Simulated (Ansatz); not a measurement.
# ClGeH3: molecular dynamics

Purpose: to follow the molecule's vibrations and see whether its bonds hold. The start is relaxed first. Runs: 300 steps of 0.25 fs at constant energy, with velocities drawn for 300 K. SMILES of the start: [Cl][GeH3].

Program: Ansatz 0.2.0. Level of theory: RKS BHLYP-D4/def2-SVP. These are calculated values, not measurements.

## 1. The system as given

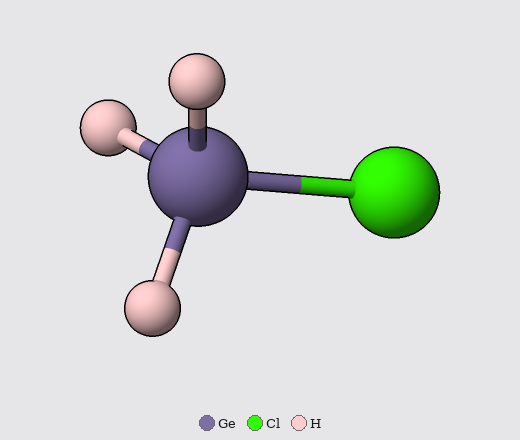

Start, viewed from a chosen angle; germanium purple, chlorine green, hydrogen pink.

As a file:

```xyz
5

Ge    0.0000    0.0000    0.0000
Cl    0.0000    0.0000    2.2200
H     1.4616    0.0000   -0.5162
H    -0.7300    1.2648   -0.5162
H    -0.7300   -1.2648   -0.5162
```

## 2. Relaxing the start

input.yaml reads:

```yaml
crystal:
  periodic: [false, false, false]
  atoms:
    - { symbol: Ge, position_ang: [0.0, 0.0, 0.0] }
    - { symbol: Cl, position_ang: [0.0, 0.0, 2.22] }
    - { symbol: H, position_ang: [1.4616, 0.0, -0.5162] }
    - { symbol: H, position_ang: [-0.73, 1.2648, -0.5162] }
    - { symbol: H, position_ang: [-0.73, -1.2648, -0.5162] }
basis:
  gaussian: { orbitals: def2-SVP }
hamiltonian:
  xc: { name: BHLYP }
  dispersion: d4
relax:
  f_tol: 0.02
  max_steps: 40
```

Run with:

```console
ansatz run input.yaml --threads 1 --pin off --max-ram 2048MiB --backend cpu --events-out ev --progress --plain --runs-dir out
```

The program printed:

```text
Warning: RAYON_NUM_THREADS=1 ignored (pool sized by the plan → 1); use --threads N
The last accepted step is kept in <dir> (removed where the run ends without a failure and the disk answers)
Engine: ansatz 0.2.0, aarch64-unknown-linux-gnu
Functional definition: BHLYP
  parameter a = 0.5
  exchange = (1 - a)*b88_x + a*exact_x
  correlation = lyp_c
681 factors; integrals over basis functions are off by at most 3.9e-4 eV
mean field evaluation 1: about -69078.5016 eV, gradient 1.4e1 eV
mean field evaluation 2: about -69078.6208 eV, gradient 1.3e1 eV
mean field evaluation 4: about -69078.8809 eV, gradient 3.1e-1 eV
mean field evaluation 8: about -69078.8909 eV, gradient 1.4e-3 eV
mean field -69078.89091292 eV, -2538.6024176960 hartree, gradient 3.6e-5 eV, S^2 0.000000; 0 other end points of the search recorded, 0 dependent functions left out
the calculation of the forces begins
reference -69078.89105454 eV, -2538.6024229004 hartree; 26, 26 occupied and 39, 39 virtual orbitals, 681 factors
relax step   1: F+E_penalty+E_count = -69078.99320938 eV  Δ(F+E_penalty+E_count) = +0.000e0 eV  max|allowed force component| = 9.706e-1 eV/Å  Δτ_max = 0.0000 Å  (24 SCF iters, accepted)
these checks for a lower state are left out or cut short: starts, cluster_reference, orbital_swaps, neighbouring_geometries, increment
681 factors; integrals over basis functions are off by at most 3.4e-4 eV
mean field evaluation 16: about -69078.9174 eV, gradient 2.9e-2 eV
mean field -69078.92758720 eV, -2538.6037654508 hartree, gradient 6.4e-6 eV, S^2 0.000000; 0 other end points of the search recorded, 0 dependent functions left out
the calculation of the forces begins
reference -69078.92772677 eV, -2538.6037705799 hartree; 26, 26 occupied and 39, 39 virtual orbitals, 681 factors
relax step   2: F+E_penalty+E_count = -69079.03116711 eV  Δ(F+E_penalty+E_count) = -3.796e-2 eV  max|allowed force component| = 2.660e-1 eV/Å  Δτ_max = 0.1168 Å  (28 SCF iters, accepted)
these checks for a lower state are left out or cut short: starts, cluster_reference, orbital_swaps, neighbouring_geometries, increment
681 factors; integrals over basis functions are off by at most 3.5e-4 eV
mean field -69078.94722254 eV, -2538.6044870363 hartree, gradient 4.7e-6 eV, S^2 0.000000; 0 other end points of the search recorded, 0 dependent functions left out
the calculation of the forces begins
reference -69078.94736252 eV, -2538.6044921802 hartree; 26, 26 occupied and 39, 39 virtual orbitals, 681 factors
relax step   3: F+E_penalty+E_count = -69079.05048844 eV  Δ(F+E_penalty+E_count) = -1.932e-2 eV  max|allowed force component| = 1.213e-1 eV/Å  Δτ_max = 0.0380 Å  (29 SCF iters, accepted)
these checks for a lower state are left out or cut short: starts, cluster_reference, orbital_swaps, neighbouring_geometries, increment
681 factors; integrals over basis functions are off by at most 3.5e-4 eV
mean field evaluation 32: about -69078.9476 eV, gradient 2.7e-1 eV
mean field -69078.94769022 eV, -2538.6045042231 hartree, gradient 2.2e-5 eV, S^2 0.000000; 0 other end points of the search recorded, 0 dependent functions left out
the calculation of the forces begins
reference -69078.94783021 eV, -2538.6045093677 hartree; 26, 26 occupied and 39, 39 virtual orbitals, 681 factors
relax step   4: F+E_penalty+E_count = -69079.05098298 eV  Δ(F+E_penalty+E_count) = -4.945e-4 eV  max|allowed force component| = 3.953e-2 eV/Å  Δτ_max = 0.0043 Å  (23 SCF iters, accepted)
these checks for a lower state are left out or cut short: starts, cluster_reference, orbital_swaps, neighbouring_geometries, increment
681 factors; integrals over basis functions are off by at most 3.5e-4 eV
mean field -69078.94771045 eV, -2538.6045049666 hartree, gradient 6.6e-6 eV, S^2 0.000000; 0 other end points of the search recorded, 0 dependent functions left out
the calculation of the forces begins
reference -69078.94785046 eV, -2538.6045101117 hartree; 26, 26 occupied and 39, 39 virtual orbitals, 681 factors
relax step   5: F+E_penalty+E_count = -69079.05101720 eV  Δ(F+E_penalty+E_count) = -3.422e-5 eV  max|allowed force component| = 1.940e-3 eV/Å  Δτ_max = 0.0011 Å  (23 SCF iters, accepted)
681 factors; integrals over basis functions are off by at most 3.5e-4 eV
mean field -69078.94771045 eV, -2538.6045049666 hartree, gradient 6.6e-6 eV, S^2 0.000000; 1 other end points of the search recorded, 0 dependent functions left out
the calculation of the forces begins
reference -69078.94785046 eV, -2538.6045101117 hartree; 26, 26 occupied and 39, 39 virtual orbitals, 681 factors
Total energy: -69079.05115720 eV, -2538.6083065646 hartree
Atom 0 at     0.000338     0.000000    -0.024002 Å, force    -0.000008    -0.000000     0.001940 eV/Å
Atom 1 at     0.000102    -0.000000     2.140366 Å, force    -0.000001     0.000000    -0.001158 eV/Å
Atom 2 at     1.455754     0.000000    -0.481487 Å, force     0.000840     0.000000    -0.000264 eV/Å
Atom 3 at    -0.727297     1.260380    -0.481739 Å, force    -0.000415     0.000725    -0.000259 eV/Å
Atom 4 at    -0.727297    -1.260380    -0.481739 Å, force    -0.000415    -0.000725    -0.000259 eV/Å
Dipole moment:     0.000048     0.000000    -0.422394 e Å
```

Run time: 11 s. Hardware: 1 thread of Arm Neoverse V1, shared host; peak memory 0.12 GiB.

Relaxation path:

```csv
step,energy from step 1 (eV),largest force component (eV/Å)
1,0.0000,0.9706
2,-0.0380,0.2660
3,-0.0573,0.1213
4,-0.0578,0.0395
5,-0.0578,0.0019
```

Step 1 is the start.

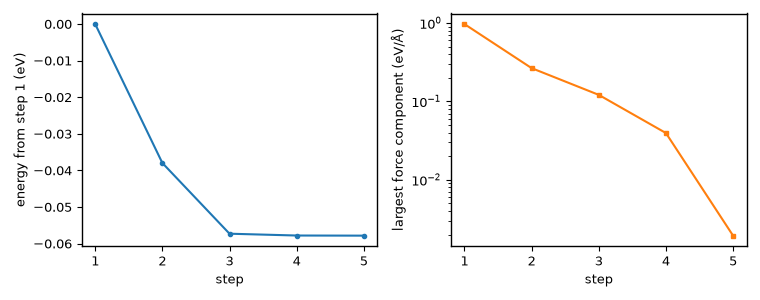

How energy and force went from step to step.

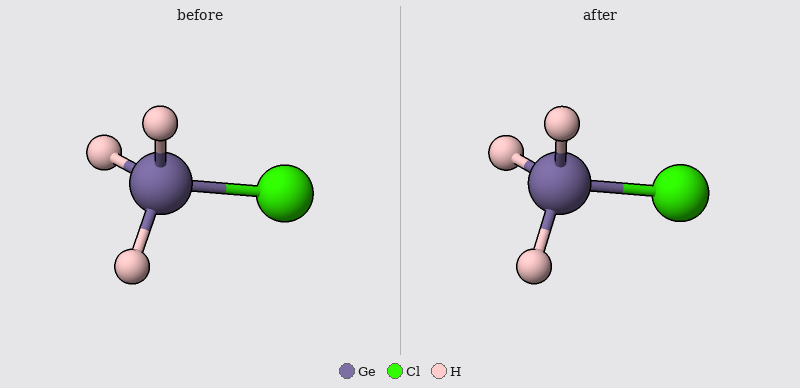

The structure before (left) and after (right), drawn at the same scale.

After: Bond lengths: Ge1–Cl2 2.164 Å, Ge1–H3 1.526 Å, Ge1–H4 1.526 Å, Ge1–H5 1.526 Å. Angles: Cl2–Ge1–H3 107.5°, Cl2–Ge1–H4 107.5°, Cl2–Ge1–H5 107.5°, H3–Ge1–H4 111.4°, H3–Ge1–H5 111.4°, H4–Ge1–H5 111.4°.

## 3. The run

300 steps of 0.25 fs at constant energy, with velocities drawn for 300 K, from the relaxed start.

input.yaml reads:

```yaml
crystal:
  periodic: [false, false, false]
  atoms:
    - { symbol: Ge, position_ang: [0.000338, 0.0, -0.024002] }
    - { symbol: Cl, position_ang: [0.000102, 0.0, 2.140366] }
    - { symbol: H, position_ang: [1.455754, 0.0, -0.481487] }
    - { symbol: H, position_ang: [-0.727297, 1.26038, -0.481739] }
    - { symbol: H, position_ang: [-0.727297, -1.26038, -0.481739] }
basis:
  gaussian: { orbitals: def2-SVP }
hamiltonian:
  xc: { name: BHLYP }
  dispersion: d4
md:
  timestep: 0.25
  n_steps: 300
  ensemble: nve
  temperature: 300.0
  initial_velocities: maxwell_boltzmann
  seed: 487153
```

Run with:

```console
ansatz run input.yaml --threads 1 --pin off --max-ram 2048MiB --backend cpu --events-out ev --progress --plain --runs-dir out
```

The program printed (excerpt; [...] marks lines left out):

```text
Warning: RAYON_NUM_THREADS=1 ignored (pool sized by the plan → 1); use --threads N
[...]
Functional definition: BHLYP
[...]
679 factors; integrals over basis functions are off by at most 3.3e-4 eV
[...]
mean field -69078.94771031 eV, -2538.6045049616 hartree, gradient 3.1e-5 eV, S^2 0.000000; 0 other end points of the search recorded, 0 dependent functions left out
[...]
reference -69078.94785032 eV, -2538.6045101067 hartree; 26, 26 occupied and 39, 39 virtual orbitals, 679 factors
md step     0: t =     0.00 fs  T =   300.0 K  F+E_penalty+E_count = -69079.05101705 eV  E_kin = 0.116334 eV  conserved = -69078.93468306 eV  (24 SCF iters)
[...]
md step    20: t =     5.00 fs  T =   104.0 K  F+E_penalty+E_count = -69078.97488351 eV  E_kin = 0.040336 eV  conserved = -69078.93454742 eV  (21 SCF iters)
[...]
md step    40: t =    10.00 fs  T =    58.9 K  F+E_penalty+E_count = -69078.95739138 eV  E_kin = 0.022833 eV  conserved = -69078.93455798 eV  (22 SCF iters)
[...]
md step    60: t =    15.00 fs  T =   235.3 K  F+E_penalty+E_count = -69079.02590696 eV  E_kin = 0.091228 eV  conserved = -69078.93467916 eV  (22 SCF iters)
[...]
md step    80: t =    20.00 fs  T =   153.4 K  F+E_penalty+E_count = -69078.99405477 eV  E_kin = 0.059493 eV  conserved = -69078.93456211 eV  (23 SCF iters)
md step    81: t =    20.25 fs  T =   163.9 K  F+E_penalty+E_count = -69078.99814172 eV  E_kin = 0.063568 eV  conserved = -69078.93457371 eV  (23 SCF iters)
```

## 4. More of the same log: dynamics from the start

Output, continued (excerpt; [...] marks lines left out):

```text
md step    82: t =    20.50 fs  T =   175.1 K  F+E_penalty+E_count = -69079.00249825 eV  E_kin = 0.067912 eV  conserved = -69078.93458596 eV  (22 SCF iters)
[...]
md step   107: t =    26.75 fs  T =    34.2 K  F+E_penalty+E_count = -69078.94775827 eV  E_kin = 0.013254 eV  conserved = -69078.93450470 eV  (19 SCF iters)
[...]
md step   132: t =    33.00 fs  T =   115.4 K  F+E_penalty+E_count = -69078.97927429 eV  E_kin = 0.044737 eV  conserved = -69078.93453746 eV  (23 SCF iters)
[...]
md step   157: t =    39.25 fs  T =   209.0 K  F+E_penalty+E_count = -69079.01568393 eV  E_kin = 0.081056 eV  conserved = -69078.93462747 eV  (22 SCF iters)
[...]
md step   182: t =    45.50 fs  T =   155.2 K  F+E_penalty+E_count = -69078.99483789 eV  E_kin = 0.060185 eV  conserved = -69078.93465247 eV  (22 SCF iters)
md step   183: t =    45.75 fs  T =   145.9 K  F+E_penalty+E_count = -69078.99122167 eV  E_kin = 0.056580 eV  conserved = -69078.93464167 eV  (22 SCF iters)
md step   184: t =    46.00 fs  T =   134.6 K  F+E_penalty+E_count = -69078.98681371 eV  E_kin = 0.052185 eV  conserved = -69078.93462841 eV  (22 SCF iters)
```

## 5. More of the same log: dynamics from the start

The log, continued (excerpt; [...] marks lines left out):

```text
md step   185: t =    46.25 fs  T =   121.7 K  F+E_penalty+E_count = -69078.98182105 eV  E_kin = 0.047208 eV  conserved = -69078.93461332 eV  (22 SCF iters)
[...]
md step   206: t =    51.50 fs  T =   211.0 K  F+E_penalty+E_count = -69079.01647760 eV  E_kin = 0.081839 eV  conserved = -69078.93463852 eV  (22 SCF iters)
[...]
md step   227: t =    56.75 fs  T =   141.6 K  F+E_penalty+E_count = -69078.98944070 eV  E_kin = 0.054912 eV  conserved = -69078.93452893 eV  (22 SCF iters)
[...]
md step   248: t =    62.00 fs  T =    91.9 K  F+E_penalty+E_count = -69078.97020132 eV  E_kin = 0.035637 eV  conserved = -69078.93456454 eV  (22 SCF iters)
[...]
md step   299: t =    74.75 fs  T =   288.5 K  F+E_penalty+E_count = -69079.04654217 eV  E_kin = 0.111860 eV  conserved = -69078.93468235 eV  (22 SCF iters)
[...]
md step   300: t =    75.00 fs  T =   288.0 K  F+E_penalty+E_count = -69079.04636809 eV  E_kin = 0.111687 eV  conserved = -69078.93468117 eV  (23 SCF iters)
Total energy: -69079.04650789 eV, -2538.6081357054 hartree
Atom 0 at     0.000969     0.000980    -0.025553 Å, force    -0.166051    -0.065197     0.160483 eV/Å
Atom 1 at    -0.000574    -0.001248     2.142387 Å, force     0.031198     0.078977    -0.022317 eV/Å
Atom 2 at     1.449824    -0.006384    -0.484318 Å, force     0.090440    -0.006282    -0.043580 eV/Å
Atom 3 at    -0.732264     1.254066    -0.501136 Å, force     0.021159    -0.033308     0.023250 eV/Å
Atom 4 at    -0.738123    -1.274387    -0.418811 Å, force     0.023254     0.025811    -0.117836 eV/Å
Dipole moment:     0.005628     0.005739    -0.438013 e Å
```

It took 8.6 min on 1 thread of Arm Neoverse V1, shared host; peak memory 0.12 GiB.

## 6. Frames and traces

One step in 12; energies are changes from step 0:

```
time (fs)  T (K)  potential energy change (meV/atom)  total energy change (meV/atom)
      0.0    300                                 0.0                            0.00
      3.0    134                                12.9                            0.03
      6.0    139                                12.5                            0.02
      9.0    121                                13.9                            0.01
     12.0     40                                20.2                            0.03
     15.0    235                                 5.0                            0.00
     18.0    138                                12.6                            0.03
     21.0    198                                 8.0                            0.01
     24.0    172                                 9.9                            0.01
     27.0     38                                20.3                            0.03
     30.0    185                                 8.9                            0.00
     33.0    115                                14.3                            0.03
     36.0    216                                 6.5                            0.01
     39.0    225                                 5.8                            0.01
     42.0     79                                17.2                            0.03
     45.0    166                                10.4                            0.00
     48.0     43                                20.0                            0.03
     51.0    177                                 9.5                            0.01
     54.0    227                                 5.7                            0.01
     57.0    148                                11.8                            0.03
     60.0    223                                 6.0                            0.00
     63.0     30                                20.9                            0.03
     66.0    102                                15.4                            0.02
     69.0    158                                11.0                            0.01
     72.0    139                                12.5                            0.03
     75.0    288                                 0.9                            0.00
```

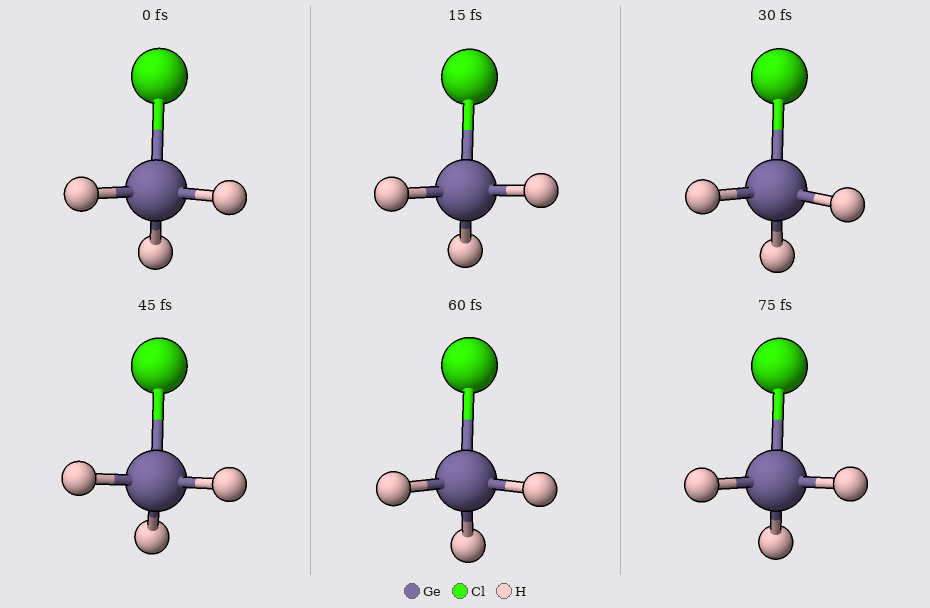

The system at six times, viewed from a free direction. Sticks join atoms within a bonding distance in each frame.

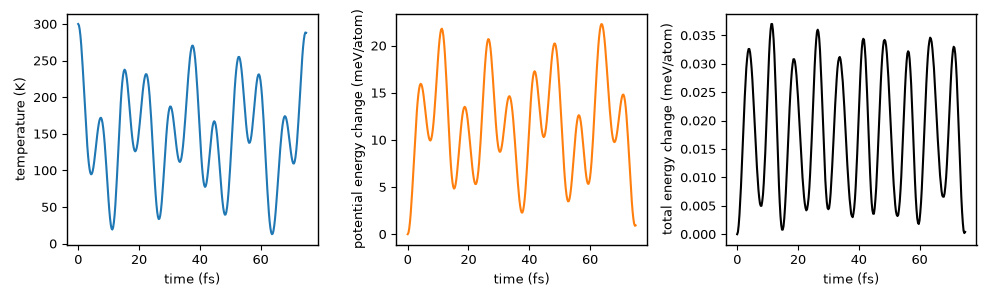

Time series of the run, each on its own scale.

## 7. Snapshots as a file

Positions (Å) and forces (eV/Å):

```xyz
5
time_fs=9.5 T=90 dE=0.0815
Ge    0.000    0.001   -0.022    0.964    0.595    0.335
Cl   -0.001   -0.002    2.128    0.036    0.122    0.509
H     1.512    0.024   -0.414   -0.692   -0.094   -0.081
H    -0.726    1.269   -0.445   -0.020    0.003   -0.189
H    -0.741   -1.253   -0.309   -0.288   -0.625   -0.575
5
time_fs=18.8 T=126 dE=0.0676
Ge    0.002    0.002   -0.017   -1.365   -0.975   -0.437
Cl   -0.001   -0.002    2.126    0.024    0.092    0.358
H     1.410   -0.019   -0.486    0.797   -0.004   -0.230
H    -0.735    1.246   -0.522    0.023   -0.078    0.091
H    -0.761   -1.334   -0.446    0.521    0.965    0.218
5
time_fs=28.0 T=85 dE=0.0836
Ge    0.000    0.000   -0.016    0.926    0.578   -0.667
Cl    0.000    0.000    2.132    0.002   -0.022    0.057
H     1.452   -0.044   -0.580   -0.360    0.169    0.446
H    -0.734    1.224   -0.549    0.008    0.192    0.199
H    -0.668   -1.196   -0.575   -0.577   -0.917   -0.035
5
time_fs=37.5 T=270 dE=0.0115
Ge    0.000   -0.002   -0.024    0.113    0.019   -0.100
Cl    0.001    0.002    2.141   -0.039   -0.117    0.005
H     1.476    0.030   -0.454   -0.228   -0.059    0.002
H    -0.719    1.284   -0.430   -0.001   -0.069   -0.080
H    -0.732   -1.255   -0.548    0.155    0.226    0.173
5
time_fs=47.0 T=80 dE=0.0852
Ge    0.001   -0.002   -0.032   -1.073   -0.308    0.821
Cl    0.000    0.002    2.149   -0.029   -0.078   -0.035
H     1.446    0.058   -0.368    0.685   -0.145   -0.476
H    -0.712    1.306   -0.372   -0.051   -0.153   -0.276
H    -0.779   -1.302   -0.436    0.468    0.684   -0.034
5
time_fs=56.2 T=138 dE=0.0631
Ge    0.000    0.000   -0.031    1.308    0.871    0.425
Cl    0.000   -0.001    2.156    0.015    0.044   -0.383
H     1.498   -0.018   -0.513   -0.751    0.065    0.277
H    -0.734    1.246   -0.509    0.027    0.083    0.038
H    -0.697   -1.217   -0.454   -0.599   -1.063   -0.356
5
time_fs=65.5 T=72 dE=0.0886
Ge    0.002    0.003   -0.027   -0.893   -1.047   -0.442
Cl   -0.001   -0.002    2.155    0.030    0.102   -0.489
H     1.397   -0.065   -0.584    0.540    0.128    0.132
H    -0.741    1.206   -0.611    0.018    0.089    0.313
H    -0.723   -1.313   -0.535    0.305    0.729    0.486
5
time_fs=75.0 T=288 dE=0.0046
Ge    0.001    0.001   -0.026   -0.166   -0.065    0.161
Cl   -0.001   -0.001    2.142    0.031    0.079   -0.022
H     1.450   -0.006   -0.484    0.090   -0.006   -0.044
H    -0.732    1.254   -0.501    0.021   -0.033    0.023
H    -0.738   -1.274   -0.419    0.023    0.026   -0.118
```

## 8. What came out

```
                          quantity                         value
           relaxation of the start       4 moves, 0.058 eV lower
                            length          300 steps of 0.25 fs
  temperature, first and last step                 300 and 288 K
          temperature, second half  mean 150 K, from 13 to 288 K
     potential energy, second half   +12 meV/atom from the start
largest change of the total energy                 0.04 meV/atom
            bonds formed or broken                             0
```

In words: The temperature starts at 300 K and averages 150 K in the second half, where it ranges from 13 to 288 K; a mean near half the start is what vibrations about a minimum give, since they share energy equally between motion and strain. The total energy strays from its start by at most 0.04 meV/atom, 0.3 % of the mean kinetic energy, so a step of 0.25 fs is short enough over this time. No bond forms or breaks. Averages from a run of 75 fs with 5 atoms are rough. The nuclei move classically, without zero-point motion, which matters most for hydrogen.
